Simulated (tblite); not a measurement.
# C6H11AlFN: the cost of one run

The runs use tblite 0.8.0 and PySCF 2.14.0, with density-fitted response routines of our own; the level of theory stands in each step. All values are computed, except where a source is named. Atoms count from 0, in the outputs and in this text.

### Step 1. The starting structure

20 atoms, charge 0, multiplicity 1; geometry from: force field or distance geometry start.

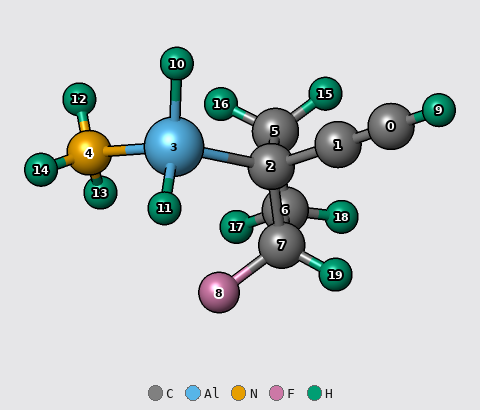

As it starts; carbon grey, aluminium blue, nitrogen amber, fluorine pink, hydrogen teal, atoms numbered.

### Step 2. Geometry optimisation with GFN2-xTB

Job settings and geometry (Å):

```
{"job": {"kind": "relax", "xc": "GFN2-xTB", "basis": "xTB"}, "charge": 0, "multiplicity": 1}
C     -2.182200     2.117800    -1.306600
C     -1.421800     1.307000    -0.884300
C     -0.463000     0.298300    -0.344400
Al     1.355800     1.137100    -0.095600
N      2.454900    -0.031300     0.969900
C     -1.030900    -0.416600     0.885200
C     -1.088500    -1.719600     0.102300
C     -0.535100    -1.013200    -1.124300
F      0.703700    -1.523400    -1.489100
H     -2.874100     2.837600    -1.679600
H      1.195800     2.529200     0.659300
H      2.033000     1.355700    -1.511200
H      2.320700     0.183300     1.986900
H      2.203200    -1.027200     0.784800
H      3.456500     0.120500     0.713500
H     -2.038700    -0.070100     1.217100
H     -0.308600    -0.474500     1.739100
H     -0.398500    -2.499500     0.510000
H     -2.132200    -2.078900    -0.031700
H     -1.255100    -1.021700    -1.972300
```

Command:

```bash
> OMP_NUM_THREADS=1 python probes_run.py task.json out
```

One launch serves the whole session: the jobs run in the order shown.

Q: Estimate the wall time and peak memory of this first job on 1 thread of Arm Neoverse N1, shared host.

About 3 s, with a peak of 0.18 GiB.
